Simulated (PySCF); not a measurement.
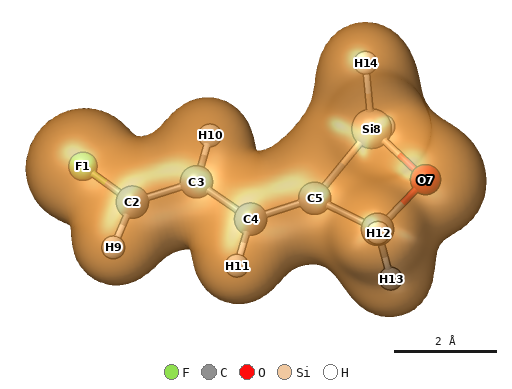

Figure 1: C$_{5}$H$_{7}$FOSi (SMILES F/C=C/C=C1/CO[SiH2]1). Isosurface of the electron density at 0.1 e/Å³ (orange), seen at a tilt.

Geometry: GFN2-xTB.

These are results of wB97X-D/def2-SVPD, SCF density, gas phase in PySCF, not measurements.

```xyz
15

F     4.0081    0.6700    0.2720
C     2.9648    0.0904   -0.3437
C     1.7178    0.2637    0.0801
C     0.5791   -0.3447   -0.5580
C    -0.6662   -0.1656   -0.1230
C    -1.9690   -0.7021   -0.6382
O    -2.8486   -0.0943    0.3136
Si   -1.6921    0.7016    1.2065
H     3.2753   -0.5046   -1.1902
H     1.5231    0.8856    0.9423
H     0.7796   -0.9667   -1.4240
H    -2.2282   -0.3701   -1.6465
H    -2.0608   -1.7897   -0.5852
H    -1.8065    2.1508    1.1083
H    -1.5808    0.1838    2.5641
```

### What does this surface tell about the bonding?

At this value the surface is in one piece. It bridges the sampled C–C (1.33 Å), C–F (1.34 Å), C–O (1.43 Å) and Si–O (1.66 Å) contacts, where the density stays above the isovalue. On the grid the lowest density along these lines, outside the cores, is 2.3 e/Å³ (C–C, 1.33 Å), 1.7 e/Å³ (C–F, 1.34 Å), 1.7 e/Å³ (C–O, 1.43 Å) and 0.96 e/Å³ (Si–O, 1.66 Å).
